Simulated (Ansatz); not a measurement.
# Zn2C (model cell, started as antifluorite): the cell at rest

Task: relax Zn2C (model cell, started as antifluorite) tightly.

Method: DFT PBEsol, scalar-relativistic, plane waves, PAW, in Ansatz 0.2.0.

The structure was built from a prototype and need not be the compound's stable phase.

### 1. The starting structure

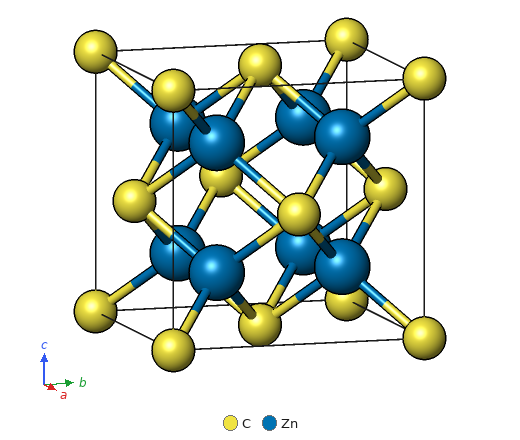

Start, viewed slightly off an axis; carbon yellow, zinc blue. This picture shows the conventional cell, with its axes. Some periodic images of atoms are drawn too.

### 2. Probe on a coarse mesh

First a cheap look: the gap decides the mesh and the occupations, the pressure tells how far the cell has to move.

The input, input.yaml:

```yaml
crystal:
  lattice:
    - [0.0, 2.48307, 2.48307]
    - [2.48307, 0.0, 2.48307]
    - [2.48307, 2.48307, 0.0]
  atoms:
    - { symbol: C, position: [0.0, 0.0, 0.0] }
    - { symbol: Zn, position: [0.25, 0.25, 0.25] }
    - { symbol: Zn, position: [0.75, 0.75, 0.75] }
kpoints:
  mp_grid: { grid: [6, 6, 6] }
hamiltonian:
  xc: pbesol
scf:
  occupations: { method: gaussian, width: 0.1 }
output:
  forces: true
  stress: true
  eigenvalues: true
```

Launch:

```
$ ansatz run input.yaml --threads 4 --pin off --max-ram 7168MiB --backend cpu --events-out ev --progress --plain --runs-dir out
```

Numbers of over 12 decimals in the logs are rounded to 6 here.

What it wrote:

```text
Engine: ansatz 0.2.0, x86_64-unknown-linux-gnu
Pseudopotentials: kind: paw
Pseudopotential: C, paw, valence charge 4, recommended cutoff 420 eV (normal), C.paw.azcp
Pseudopotential: Zn, paw, valence charge 12, recommended cutoff 420 eV (normal), Zn.paw.azcp
Functional definition: PBEsol
  exchange = pbesol_x
  correlation = pbesol_c
Crystal: 3 atoms, lattice volume = 30.619 Å³
[...]
--- Band table (eV; the first three rows and the last of 16) ---
  k-point 0: bands = [... 10 lower, 7.1933, 14.1949, 14.1949, 14.1949, 14.5152, 18.4210, 18.4210, 18.4210]
  k-point 1: bands = [... 10 lower, 7.0107, 11.7377, 13.7364, 13.7364, 15.5173, 18.5518, 19.1788, 19.1788]
  k-point 2: bands = [... 10 lower, 6.5668, 8.6514, 13.1380, 13.1380, 15.6078, 19.6350, 19.6415, 19.6415]
  k-point 15: bands = [... 10 lower, 6.9129, 8.8193, 8.8597, 9.2478, 17.0221, 18.2983, 21.2496, 21.4082]
[key lines of the parts left out:]
SCF converged after 6 iterations
Free energy (F): -6806.292185 eV
Fermi energy:    14.369923 eV
P = ⅓ Tr σ = 17.9881 GPa (179.881 kbar)
```

Elapsed: 2.1 s, on 4 threads of AMD EPYC 9R45, shared host; peak memory 0.35 GiB; 1.5 s of CPU time.

A gap read on the k-mesh alone can miss the band edges.

This step gave:

- pressure: 17.99 GPa
- volume per atom: 10.21 Å³
- gap on the k-mesh: 0.3203 eV
- direct gap on mesh: 0.3203 eV

The coarse mesh shows a gap of 0.32 eV and a pressure of 18.0 GPa.

### 3. Rough relaxation

The start is far from rest, so a relaxation with loose tolerances brings it close first.

input.yaml, as its differences from that of step 2:

```diff
@@ -10,3 +10,3 @@
 kpoints:
-  mp_grid: { grid: [6, 6, 6] }
+  mp_grid: { grid: [8, 8, 8] }
 hamiltonian:
@@ -19 +19,6 @@
   eigenvalues: true
+relax:
+  adjacent_minimum: "off"
+  f_tol: 0.05
+  max_steps: 80
+  cell: { stress_tol: 0.5 }
```

What it wrote:

```text
[...]
Crystal: 3 atoms, lattice volume = 30.619 Å³
Basis set: ecut = 420 eV, 609 PW (Γ), exchange–correlation on 48×48×48 points (8 copies of the dense FFT grid, shifted against one another)
Bands: 18, of which v1, the nominal top of the filled ones, is band 14 counted from 1 (13 counted from 0)
Symmetry: 48 space group operations
[...]
k-points: 29 of 512
[...]
F+E_penalty+E_count = -6806.47368656 eV   max|allowed force component| = 2.159e-17 eV/Å   (the final SCF, on the basis selected at the relaxed cell)
  cell:  # Å, volume = 33.6882 Å³
    - [0, 2.563397, 2.563397]
    - [2.563397, 0, 2.563397]
    - [2.563397, 2.563397, 0]
  atoms:
    - { symbol: C, position: [0, 0, 0] }
    - { symbol: Zn, position: [0.250000, 0.250000, 0.250000] }
    - { symbol: Zn, position: [0.750000, 0.750000, 0.750000] }
[key lines of the parts left out:]
SCF converged after 6 iterations
Free energy (F): -6806.473687 eV
Fermi energy:    12.502778 eV
P = ⅓ Tr σ = 0.2456 GPa (2.456 kbar)
```

It took 1.2 s on 4 threads; peak memory 0.39 GiB.

Relaxation path:

```csv
step,energy less that of the first step (eV),largest force component (eV/Å),pressure (GPa),volume (Å³)
1,0.0000,0.0000,18.16,30.62
2,-0.1153,0.0000,8.45,32.07
3,-0.1523,0.0000,1.19,33.45
4,-0.1527,0.0000,0.10,33.69
5*,-0.1614,0.0000,0.25,33.69
```

Relaxation steps marked * repeat the geometry before them on a plane-wave basis chosen anew for their cell, so energy and pressure can jump there.

The run keeps the 48 symmetry operations that it works with, so distortions that break them were not tested.

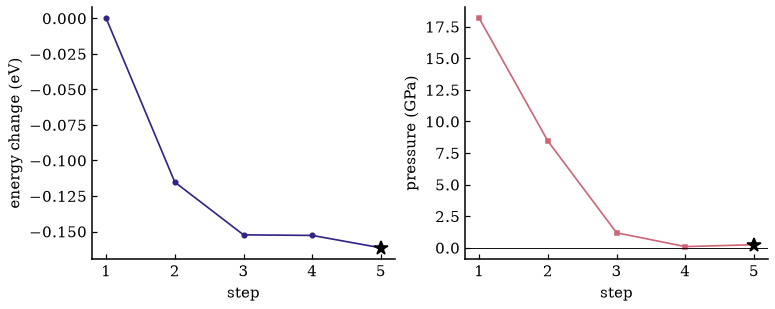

Energy and pressure along the relaxation. Stars mark steps on a basis chosen anew.

```csv
"conventional cell, symmetrised",before,after,change
a (Å),4.966,5.127,+3.2 %
b (Å),4.966,5.127,+3.2 %
c (Å),4.966,5.127,+3.2 %
volume (Å³/atom),10.21,11.23,+10.0 %
```

The relaxed structure:

```xyz
3
Lattice="0.0000 2.5634 2.5634 2.5634 0.0000 2.5634 2.5634 2.5634 0.0000" Properties=species:S:1:pos:R:3 pbc="T T T"
C     0.0000    0.0000    0.0000
Zn    1.2817    1.2817    1.2817
Zn    3.8451    3.8451    3.8451
```

This step gave:

```yaml
pressure: 0.2456 GPa
volume_per_atom: 11.23 Å³
gap_on_the_k_mesh: 0 eV
```

In this step the volume went from 10.21 to 11.23 Å³/atom.

### 4. Relaxation

The cell and atoms are relaxed, since residual forces and stress would shift the frequencies.

The input, input.yaml:

```yaml
crystal:
  lattice:
    - [0.0, 2.563397091, 2.563397091]
    - [2.563397091, 0.0, 2.563397091]
    - [2.563397091, 2.563397091, 0.0]
  atoms:
    - { symbol: C, position: [0.0, 0.0, 0.0] }
    - { symbol: Zn, position: [0.25, 0.25, 0.25] }
    - { symbol: Zn, position: [0.75, 0.75, 0.75] }
kpoints:
  mp_grid: { grid: [12, 12, 12] }
hamiltonian:
  xc: pbesol
scf:
  occupations: { method: gaussian, width: 0.1 }
output:
  forces: true
  stress: true
  eigenvalues: true
  write_density: true
  write_potential: true
  elf: true
  volumetric_format: npy
relax:
  adjacent_minimum: "off"
  f_tol: 0.005
  max_steps: 80
  cell: { stress_tol: 0.05 }
```

What it wrote:

```text
[...]
Crystal: 3 atoms, lattice volume = 33.688 Å³
Basis set: ecut = 420 eV, 645 PW (Γ), exchange–correlation on 50×50×50 points (8 copies of the dense FFT grid, shifted against one another)
Bands: 18, of which v1, the nominal top of the filled ones, is band 14 counted from 1 (13 counted from 0)
[... 1 set-up line as in the run before ...]
[...]
k-points: 72 of 1728
[...]
SCF iter   1: F=—  HF=-6806.486509 eV  |F-HF|=—  |Δ(HF+E_count)|=         —  Δρ=8.64e-3  dr2=2.67e-2  ethr=1.77e-3  ⟨swp⟩=5.3  Hψ=5981  notcnv=0
[...]
SCF iter   6: F=-6806.479035 eV  HF=-6806.479035 eV  |F-HF|=1.10e-9  |Δ(HF+E_count)|=   7.42e-8  Δρ=3.38e-6  dr2=2.86e-9  ethr=3.57e-10  ⟨swp⟩=9.2  Hψ=9220  notcnv=0
SCF 1 converged in 6 iterations: F = -6806.479035 eV  dr2 = 2.86e-9
[...]
relax step   1: F+E_penalty+E_count = -6806.47903505 eV  Δ(F+E_penalty+E_count) = +0.000e0 eV  max|allowed force component| = 3.392e-17 eV/Å  Δτ_max = 0.0000 Å  P = +0.292 GPa  Ω = 33.688 Å³  (6 SCF iters, dr2 threshold 1.00e-7 eV, accepted)
Crystal: 3 atoms, lattice volume = 33.724 Å³
[...]
SCF iter   6: F=-6806.479013 eV  HF=-6806.479013 eV  |F-HF|=2.73e-12  |Δ(HF+E_count)|=  5.46e-11  Δρ=6.49e-8  dr2=7.22e-13  ethr=1.00e-12  ⟨swp⟩=4.8  Hψ=6320  notcnv=0
SCF 2 converged in 6 iterations: F = -6806.479013 eV  dr2 = 7.22e-13
relax step   2: F+E_penalty+E_count = -6806.47901329 eV  Δ(F+E_penalty+E_count) = +2.176e-5 eV  max|allowed force component| = 4.009e-17 eV/Å  Δτ_max = 0.0000 Å  P = +0.132 GPa  Ω = 33.724 Å³  energy of the carried Pulay correction = -6.891e-5 eV  (6 SCF iters, dr2 threshold 2.13e-7 eV, accepted)
Crystal: 3 atoms, lattice volume = 33.753 Å³
[...]
SCF iter   6: F=-6806.478969 eV  HF=-6806.478969 eV  |F-HF|=9.09e-13  |Δ(HF+E_count)|=  3.64e-11  Δρ=4.76e-8  dr2=3.90e-13  ethr=1.00e-12  ⟨swp⟩=4.7  Hψ=6149  notcnv=0
SCF 3 converged in 6 iterations: F = -6806.478969 eV  dr2 = 3.90e-13
relax step   3: F+E_penalty+E_count = -6806.47896872 eV  Δ(F+E_penalty+E_count) = +4.456e-5 eV  max|allowed force component| = 1.542e-17 eV/Å  Δτ_max = 0.0000 Å  P = +0.001 GPa  Ω = 33.753 Å³  energy of the carried Pulay correction = -1.256e-4 eV  (6 SCF iters, accepted)
[...]
SCF iter   1: F=—  HF=-6806.479090 eV  |F-HF|=—  |Δ(HF+E_count)|=         —  Δρ=6.55e-6  dr2=3.40e-9  ethr=9.05e-8  ⟨swp⟩=3.0  Hψ=9717  notcnv=0
eigensolver tolerance schedule: the retry pair's looser diagonalisation over-reported the residual by 7447.77 of it (diagonalisation noise at 0.28 of the residual, at the tolerance the schedule requests for it); recorded, not acted on — ethr = c·dr2/N_el stays at c = 1.0e-1
[...]
SCF iter   2: F=—  HF=-6806.479096 eV  |F-HF|=—  |Δ(HF+E_count)|=   5.53e-6  Δρ=5.78e-6  dr2=4.68e-9  ethr=1.22e-11  ⟨swp⟩=2.9  Hψ=2652  notcnv=0
[...]
SCF iter   8: F=-6806.479096 eV  HF=-6806.479096 eV  |F-HF|=0.00e0  |Δ(HF+E_count)|=    0.00e0  Δρ=3.61e-10  dr2=4.33e-17  ethr=1.00e-12  ⟨swp⟩=2.2  Hψ=3945  notcnv=0
SCF 4 converged in 8 iterations: F = -6806.479096 eV  dr2 = 4.33e-17
relax step   4: F+E_penalty+E_count = -6806.47909571 eV  Δ(F+E_penalty+E_count) = -1.270e-4 eV  max|allowed force component| = 4.934e-17 eV/Å  Δτ_max = 0.0000 Å  P = +0.002 GPa  Ω = 33.753 Å³  stress off target by 1.76e-3 GPa  SCF on the basis re-selected at this cell (its energy is not comparable with the rows above)  (8 SCF iters)
[...]
SCF converged after 8 iterations
Free energy (F): -6806.479096 eV
[...]
Internal energy: -6806.478964 eV  (E = F + TS)
E sigma→0 (E₀):  -6806.479030 eV
Entropy (-TS):   -0.000132 eV (-0.044 meV/atom)
Fermi energy:    12.477140 eV
[...]
--- Stress (GPa, compression-positive) ---
        0.001756      -0.000000      -0.000000
        0.000000       0.001756      -0.000000
       -0.000000       0.000000       0.001756
  P = ⅓ Tr σ = 0.0018 GPa (0.018 kbar)
--- Band table (eV; the first three rows and the last of 72) ---
  k-point 0: bands = [... 10 lower, 5.5977, 12.3710, 12.4290, 12.4290, 12.4290, 16.5488, 16.5488, 16.5488]
  k-point 1: bands = [... 10 lower, 5.5590, 11.3433, 12.3030, 12.3030, 13.1114, 16.4574, 16.7611, 16.7611]
  k-point 2: bands = [... 10 lower, 5.4478, 10.0027, 12.0155, 12.0155, 13.4523, 16.5296, 17.2360, 17.2360]
  k-point 71: bands = [... 10 lower, 5.6647, 7.3367, 7.4350, 7.4350, 16.3353, 17.7091, 17.7138, 17.7138]
--- Relaxed structure (3 steps of the walk, 3 accepted, 1 SCFs on fresh bases) ---
[...]
cell:  # Å, volume = 33.7533 Å³
    - [0, 2.565047, 2.565047]
    - [2.565047, 0, 2.565047]
    - [2.565047, 2.565047, 0]
  atoms:
    - { symbol: C, position: [0, 0, 0] }
    - { symbol: Zn, position: [0.250000, 0.250000, 0.250000] }
    - { symbol: Zn, position: [0.750000, 0.750000, 0.750000] }
```

Elapsed: 1.7 s, on 4 threads; peak memory 0.44 GiB; 5.7 s of CPU time.

Little changed from the start: no atom moved by 0.005 Å and no cell edge by 0.1 %.

Numbers from this step:

```yaml
pressure: 0.001756 GPa
volume_per_atom: 11.25 Å³
```

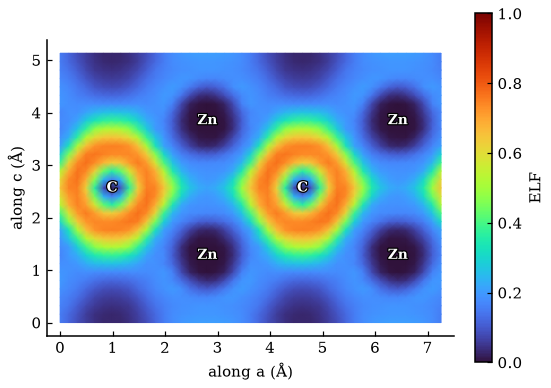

ELF in the ac plane of a cell with a along [110], b along [-110] and c along [001] of the cube at fractional y = 0.000, with atoms of C and Zn within 0.2 Å of it. It is the smooth field of the valence electrons, not physical close to the nuclei. The map starts off the cell's origin, so that atoms lie inside it.

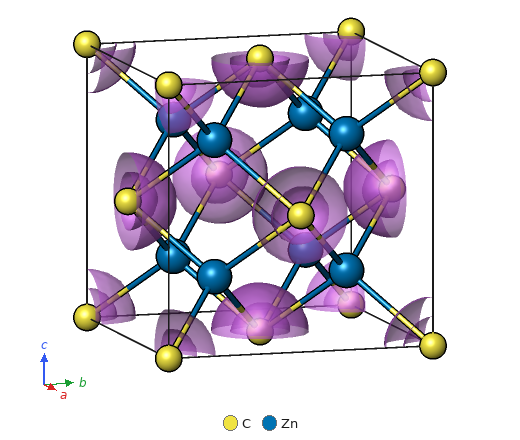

Surface of ELF = 0.69.

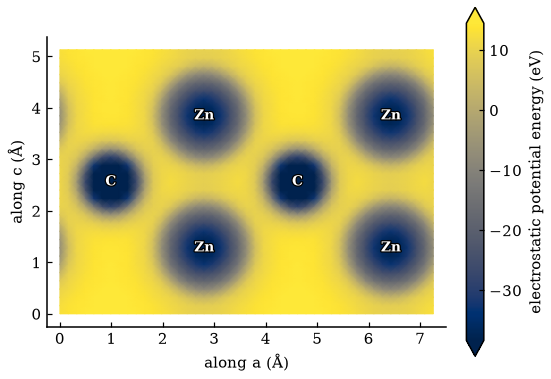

Electrostatic potential energy in the ac plane of a cell with a along [110], b along [-110] and c along [001] of the cube at fractional y = 0.000, with atoms of C and Zn within 0.2 Å of it. With pseudopotentials it is smooth inside the atoms' cores, unlike the true potential. The map starts off the cell's origin, so that atoms lie inside it.

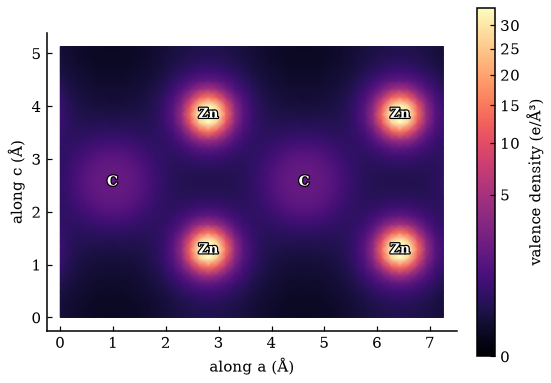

Valence density in the ac plane of a cell with a along [110], b along [-110] and c along [001] of the cube at fractional y = 0.000, with atoms of C and Zn within 0.2 Å of it. It is the smooth field of the valence electrons, not physical close to the nuclei. The map starts off the cell's origin, so that atoms lie inside it. The colour scale is stretched toward low values.

In this step the volume went from 11.23 to 11.25 Å³/atom.

### 5. Relaxing to small forces for the phonons

Phonons need a cell at rest on their own settings, so the relaxation is repeated with tight tolerances on forces and stress on the k mesh and occupations of the first response run.

The input, input.yaml:

```yaml
crystal:
  lattice:
    - [0.0, 2.5650471037, 2.5650471037]
    - [2.5650471037, 0.0, 2.5650471037]
    - [2.5650471037, 2.5650471037, 0.0]
  atoms:
    - { symbol: C, position: [0.0, 0.0, 0.0] }
    - { symbol: Zn, position: [0.25, 0.25, 0.25] }
    - { symbol: Zn, position: [0.75, 0.75, 0.75] }
kpoints:
  mp_grid: { grid: [12, 12, 12] }
hamiltonian:
  xc: pbesol
scf:
  occupations: { method: methfessel_paxton, width: 0.15 }
output:
  forces: true
  stress: true
  eigenvalues: true
relax:
  adjacent_minimum: "off"
  f_tol: 0.001
  max_steps: 60
  cell: { stress_tol: 0.01 }
```

What it wrote:

```text
[...]
Crystal: 3 atoms, lattice volume = 33.753 Å³
Basis set: ecut = 420 eV, 645 PW (Γ), exchange–correlation on 50×50×50 points (8 copies of the dense FFT grid, shifted against one another)
Bands: 18, of which v1, the nominal top of the filled ones, is band 14 counted from 1 (13 counted from 0)
[... 1 set-up line as in the run before ...]
[...]
k-points: 72 of 1728
[...]
--- Relaxed structure (1 steps of the walk, 1 accepted, 1 SCFs on fresh bases) ---
[...]
cell:  # Å, volume = 33.7533 Å³
    - [0.0, 2.5650471037, 2.5650471037]
    - [2.5650471037, 0.0, 2.5650471037]
    - [2.5650471037, 2.5650471037, 0.0]
  atoms:
    - { symbol: C, position: [0.0, 0.0, 0.0] }
    - { symbol: Zn, position: [0.25, 0.25, 0.25] }
    - { symbol: Zn, position: [0.75, 0.75, 0.75] }
[key lines of the parts left out:]
SCF converged after 6 iterations
Free energy (F): -6806.478924 eV
Fermi energy:    12.440434 eV
P = ⅓ Tr σ = -0.0007 GPa (-0.007 kbar)
```

It took 0.94 s on 4 threads; peak memory 0.44 GiB.

Little changed from the start: no atom moved by 0.005 Å and no cell edge by 0.1 %.

This step gave:

- pressure: -6.65e-4 GPa

The forces vanish by symmetry and the pressure is -0.001 GPa, within the tolerances set. The cell now holds 11.25 Å³/atom.

### 6. Results

| Property | Result |
| --- | --- |
| space group after relaxation (within 0.01 Å) | Fm-3m |
| lattice constant a | 5.130 Å |
| lattice constant b | 5.130 Å |
| lattice constant c | 5.130 Å |
| volume per atom | 11.3 Å³ |

The forces vanish by symmetry and the pressure is -0.001 GPa, within the tolerances set. The cell now holds 11.25 Å³/atom. The relaxation keeps the symmetry of its start, so it says nothing on stability against lower symmetry. The starting cell was built on a prototype and not taken from a measurement, so the phase need not exist.

[Logs are printed without paths, hosts, clocks, repeated set-up lines and the standing remarks that a program may print on its own settings, such as how far it seeks lower states.]

[Hosts, paths, dates, database ids (printed as entryN), source tags and the programs' standing remarks are cut or masked in the printed files.]
